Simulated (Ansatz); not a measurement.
**GaCl2+ (singlet): one geometry, many settings**

Aim: run GaCl2+ (singlet) at one geometry under a spread of methods and options, and see what each costs and gives.

Program: Ansatz 0.2.0, Gaussian basis. Level of theory: the settings change from run to run. These are calculated values, not measurements.

34 further runs of the same task are left out: 12 for a known fault of the program, 10 that didn't finish, 12 set aside as unsound or not needed. Runs told in other sessions of the task aren't counted.

### 1 The geometry

The geometry is a PBE0/def2-TZVP stationary point (not a proven minimum) of the parent state, kept for this charge and spin. No spin-orbit coupling is included. The filled d shell of Ga may be among the frozen orbitals whatever the setting's name suggests.

3 atoms, charge 1, spin multiplicity 1.

Atoms are counted from 1 here; the program's logs count them from 0.

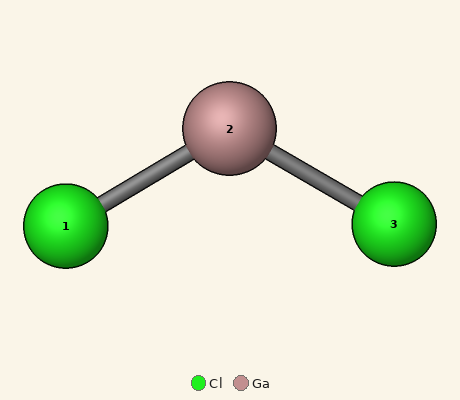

The structure; chlorine green, gallium pink; atoms are numbered from 1 in the order of the file.

### 2 NEVPT2(2,3)/cc-pVDZ

File in.yaml:

```yaml
crystal:
  periodic: [false, false, false]
  atoms:
    - {symbol: Cl, position_ang: [0.000000, -0.542913, 1.861701]}
    - {symbol: Ga, position_ang: [0.000000, 0.552125, 0.000000]}
    - {symbol: Cl, position_ang: [0.000000, -0.542913, -1.861701]}
basis:
  gaussian: {orbitals: cc-pVDZ}
total_charge: 1
correlation: {method: sc_nevpt2, electrons: outside_noble_gas, active_space: {window: {electrons: 2, orbitals: 3}, states: [{multiplicity: 1, weights: [1, 1, 1, 1]}], root: 2}}
```

On the command line:

```sh
ansatz run in.yaml --threads 1 --pin off --events-out ev --progress --plain --max-ram 2393MiB
```

Output:

```text
Functional definition: HF
  name "HF"
  cite "Fock, Z. Phys. 61, 126 (1930) doi:10.1007/BF01340294"
  parent pbe
  exchange = exact_x
  correlation = 0
1252 factors; integrals over basis functions are off by at most 1.4e-7 eV
mean field evaluation 1: about -77331.3861 eV, gradient 2.8e1 eV
mean field evaluation 2: about -77331.5038 eV, gradient 2.9e1 eV
mean field evaluation 4: about -77334.4383 eV, gradient 1.5e0 eV
mean field evaluation 8: about -77334.4652 eV, gradient 5.9e-4 eV
mean field -77334.46520346 eV, -2841.9891770438 hartree, gradient 2.8e-6 eV, S^2 0.000000; 0 other end points of the search recorded, 0 dependent functions left out
reference -77334.46520346 eV, -2841.9891770438 hartree; 32, 32 occupied and 31, 31 virtual orbitals, 1252 factors
state -77333.60965360 eV, -2841.9577361666 hartree
state -77331.17210202 eV, -2841.8681577982 hartree
state -77327.62204669 eV, -2841.7376956710 hartree
state -77324.15849550 eV, -2841.6104125124 hartree
state -77333.60965360 eV, -2841.9577361666 hartree; corrected -77343.16085200 eV, -2842.3087362335 hartree
state -77331.17210202 eV, -2841.8681577982 hartree; corrected -77340.34526418 eV, -2842.2052652896 hartree
state -77327.62204669 eV, -2841.7376956710 hartree; corrected -77336.82801043 eV, -2842.0760085987 hartree
state -77324.15849550 eV, -2841.6104125124 hartree; corrected -77335.61544794 eV, -2842.0314477489 hartree
Total energy: -77336.82801043 eV, -2842.0760085987 hartree
```

Wall time 6 s (1 thread of Arm Neoverse V2, shared host).

From the report: 3 determinants; active occupations (of the averaged states) 1.00, 0.74, 0.26.

### 3 BCCD(T) on RHF/6-31G*

File in.yaml:

```yaml
crystal:
  periodic: [false, false, false]
  atoms:
    - {symbol: Cl, position_ang: [0.000000, -0.542913, 1.861701]}
    - {symbol: Ga, position_ang: [0.000000, 0.552125, 0.000000]}
    - {symbol: Cl, position_ang: [0.000000, -0.542913, -1.861701]}
basis:
  gaussian: {orbitals: "6-31G*"}
total_charge: 1
magnetization: {spin_polarized: false}
correlation: {method: bccd_t, electrons: outside_noble_gas}
scf: {lower_state_search: full}
output: {forces: true}
```

The command is unchanged.

Output, cut to the lines that bear on the results:

```text
Functional definition: HF
  name "HF"
  cite "Fock, Z. Phys. 61, 126 (1930) doi:10.1007/BF01340294"
  parent pbe
[...]
639 factors; integrals over basis functions are off by at most 3.4e-4 eV
[...]
mean field -77326.43585033 eV, -2841.6941037588 hartree, gradient 9.1e-7 eV, S^2 0.000000; 0 other end points of the search recorded, 0 dependent functions left out
24 core orbitals not correlated: weight in the atoms' cores, before any rotation towards them, 0.992 or more for the frozen orbitals, at most 0.008 for the correlated occupied ones
reference -77326.43585033 eV, -2841.6941037588 hartree; 8, 8 occupied and 41, 41 virtual orbitals, 639 factors
second order -8.28646992 eV of doubles, -0.00000000 eV of singles
cycle   1  -8.77669213 eV  change   -4.9e-1 eV  update   8.8e-2
[...]
cycle  12  -9.01564509 eV  change   -1.6e-6 eV  update   2.4e-6
perturbative correction -0.33650312 eV, -0.0123662615 hartree
[...]
Total energy: -77335.78799854 eV, -2842.0377888664 hartree
Atom 0 at     0.000000    -0.542913     1.861701 Å, force    -0.000000     1.295776    -0.784336 eV/Å
Atom 1 at     0.000000     0.552125     0.000000 Å, force    -0.000000    -2.591551     0.000000 eV/Å
Atom 2 at     0.000000    -0.542913    -1.861701 Å, force     0.000000     1.295776     0.784336 eV/Å
Dipole moment:     0.000000     0.698855     0.000000 e Å
```

Run time: 5.5 s. Hardware: 1 thread of Arm Neoverse V2, shared host.

From the report: correlation -9.3521 eV; largest double amplitude 0.06.

### 4 MP2 on RHF/cc-pVDZ

File in.yaml:

```yaml
crystal:
  periodic: [false, false, false]
  atoms:
    - {symbol: Cl, position_ang: [0.000000, -0.542913, 1.861701]}
    - {symbol: Ga, position_ang: [0.000000, 0.552125, 0.000000]}
    - {symbol: Cl, position_ang: [0.000000, -0.542913, -1.861701]}
basis:
  gaussian: {orbitals: cc-pVDZ, point_charges: [{charge: 1.00, position_ang: [2.655, 0.079, 0.035]}]}
total_charge: 1
magnetization: {spin_polarized: false}
correlation: {method: mp2, electrons: all}
scf: {lower_state_search: light}
```

Same command.

Output:

```text
Functional definition: HF
  name "HF"
  cite "Fock, Z. Phys. 61, 126 (1930) doi:10.1007/BF01340294"
  parent pbe
  exchange = exact_x
  correlation = 0
712 factors; integrals over basis functions are off by at most 4.4e-4 eV
mean field evaluation 1: about -77326.6826 eV, gradient 2.7e1 eV
mean field evaluation 2: about -77326.8316 eV, gradient 2.7e1 eV
mean field evaluation 4: about -77329.5322 eV, gradient 1.5e0 eV
mean field evaluation 8: about -77329.5581 eV, gradient 1.8e-1 eV
mean field -77329.55862381 eV, -2841.8088635674 hartree, gradient 4.5e-6 eV, S^2 0.000000; 0 other end points of the search recorded, 0 dependent functions left out
reference -77329.55862381 eV, -2841.8088635674 hartree; 32, 32 occupied and 31, 31 virtual orbitals, 712 factors
second order -9.73649245 eV of doubles, -0.00000000 eV of singles
Total energy: -77339.29511626 eV, -2842.1666730654 hartree
```

Run time: 1.1 s. Hardware: 1 thread of Arm Neoverse V2, shared host.

### 5 CCSD on UHF/cc-pVDZ

File in.yaml:

```yaml
crystal:
  periodic: [false, false, false]
  atoms:
    - {symbol: Cl, position_ang: [0.000000, -0.542913, 1.861701]}
    - {symbol: Ga, position_ang: [0.000000, 0.552125, 0.000000]}
    - {symbol: Cl, position_ang: [0.000000, -0.542913, -1.861701]}
basis:
  gaussian: {orbitals: cc-pVDZ}
total_charge: 1
magnetization: {spin_polarized: true, initial_magnetization: 0}
correlation: {method: ccsd, electrons: valence}
accuracy: high
output: {forces: true}
```

Launched as before.

Output, cut to the lines that bear on the results:

```text
Functional definition: HF
  name "HF"
  cite "Fock, Z. Phys. 61, 126 (1930) doi:10.1007/BF01340294"
  parent pbe
[...]
1322 factors; integrals over basis functions are off by at most 4.4e-9 eV
[...]
mean field -77334.46520355 eV, -2841.9891770474 hartree, gradient 1.5e-8 eV, S^2 0.000000; 5 other end points of the search recorded, 0 dependent functions left out
determinant -77334.46520355 eV, -2841.9891770474 hartree, with singles and doubles -77344.16522097 eV, -2842.3456461125 hartree
determinant -77332.10653428 eV, -2841.9024975502 hartree, with singles and doubles -77341.57416826 eV, -2842.2504266816 hartree
determinant -77331.91218458 eV, -2841.8953553307 hartree, with singles and doubles -77341.41984769 eV, -2842.2447555055 hartree
determinant -77331.16129888 eV, -2841.8677607902 hartree, with singles and doubles -77340.83109494 eV, -2842.2231192410 hartree
19 core orbitals not correlated: weight in the atoms' cores, before any rotation towards them, 1.000 or more for the frozen orbitals, at most 0.000 for the correlated occupied ones
reference -77334.46520355 eV, -2841.9891770474 hartree; 13, 13 occupied and 31, 31 virtual orbitals, 1322 factors
second order -8.96975640 eV of doubles, -0.00000000 eV of singles
cycle   1  -9.70045204 eV  change   -4.3e-4 eV  update   1.7e-3
[...]
cycle  17  -9.70102450 eV  change  -3.5e-10 eV  update   1.8e-9
[...]
Total energy: -77344.16622805 eV, -2842.3456831221 hartree
Atom 0 at     0.000000    -0.542913     1.861701 Å, force    -0.000000     1.316699    -0.711159 eV/Å
Atom 1 at     0.000000     0.552125     0.000000 Å, force    -0.000000    -2.633398     0.000000 eV/Å
Atom 2 at     0.000000    -0.542913    -1.861701 Å, force     0.000000     1.316699     0.711159 eV/Å
Dipole moment:     0.000000     0.742774    -0.000000 e Å
```

It took 40 s on 1 thread of Arm Neoverse V2, shared host; peak memory 0.36 GiB.

From the report: ⟨S²⟩ of the determinant 0.000 (pure singlet: 0.00); correlation -9.7010 eV; T1 0.016; largest double amplitude 0.06.

### 6 CCSD(T)/cc-pVDZ

in.yaml: that of step 5 with these lines changed.

```diff
@@ -9,4 +9,5 @@
 total_charge: 1
-magnetization: {spin_polarized: true, initial_magnetization: 0}
-correlation: {method: ccsd, electrons: valence}
+magnetization: {spin_polarized: false}
+hamiltonian: {xc: {name: PBE0}}
+correlation: {method: ccsd_t, electrons: all, diis_vectors: 2}
 accuracy: high
```

Launched as before.

Output, cut to the lines that bear on the results:

```text
Functional definition: PBE0
  name "PBE0"
  cite "Adamo & Barone, J. Chem. Phys. 110, 6158 (1999) doi:10.1063/1.478522"
  cite "Perdew, Burke & Ernzerhof, Phys. Rev. Lett. 77, 3865 (1996) doi:10.1103/PhysRevLett.77.3865"
  parent pbe
[...]
1322 factors; integrals over basis functions are off by at most 4.4e-9 eV
[...]
mean field -77400.46117371 eV, -2844.4144842170 hartree, gradient 7.6e-9 eV, S^2 0.000000; 0 other end points of the search recorded, 0 dependent functions left out
reference -77333.89112170 eV, -2841.9680799284 hartree; 32, 32 occupied and 31, 31 virtual orbitals, 1322 factors
second order -10.09864697 eV of doubles, -0.48142700 eV of singles
cycle   1  -10.38164947 eV  change    1.8e-1 eV  update   1.1e-1
[...]
cycle  26  -10.73073804 eV  change   -2.7e-9 eV  update   3.5e-9
perturbative correction -0.38768021 eV, -0.0142469848 hartree
[...]
Total energy: -77345.00953994 eV, -2842.3766742625 hartree
Atom 0 at     0.000000    -0.542913     1.861701 Å, force     0.000000     1.265109    -0.662516 eV/Å
Atom 1 at     0.000000     0.552125     0.000000 Å, force    -0.000000    -2.530218     0.000000 eV/Å
Atom 2 at     0.000000    -0.542913    -1.861701 Å, force     0.000000     1.265109     0.662516 eV/Å
Dipole moment:     0.000000     0.697439    -0.000000 e Å
```

It took 1.8 min on 1 thread of Arm Neoverse V2, shared host; peak memory 1.2 GiB.

From the report: correlation -11.1184 eV; T1 0.008; largest double amplitude 0.06. The orbitals are Kohn-Sham ones, so correlation energy and T1 don't compare with those on Hartree-Fock orbitals.

### 7 The runs in one table

| level | correlated | functions | energy (eV) | time |
| --- | --- | --- | --- | --- |
| NEVPT2(2,3)/cc-pVDZ (excited root 2 of an average) | outside noble gas | 63 | -77336.8280 | 6 s |
| BCCD(T) on RHF/6-31G* | outside noble gas | 73 | -77335.7880 | 5.5 s |
| MP2 on RHF/cc-pVDZ (beside a point charge) | all | 63 | -77339.2951 | 1.1 s |
| CCSD on UHF/cc-pVDZ | valence | 63 | -77344.1662 | 40 s |
| CCSD(T)/cc-pVDZ (on PBE0 orbitals) | all | 63 | -77345.0095 | 1.8 min |

### 8 Results

```
quantity                                              value
    runs                                                  5
quickest  MP2 on RHF/cc-pVDZ (beside a point charge), 1.1 s
 slowest        CCSD(T)/cc-pVDZ (on PBE0 orbitals), 1.8 min
```

In words: Total energies in different bases, with other cores or another treatment of relativity can't be set against each other. «valence» and «outside noble gas» are the program's key words; the logs give how many orbitals each freezes, and for Ga to Kr the 3d shell needn't follow the word's plain sense. CCSD(T)/cc-pVDZ (on PBE0 orbitals) took 105 times as long as MP2 on RHF/cc-pVDZ (beside a point charge); the jobs differ in more than the method.
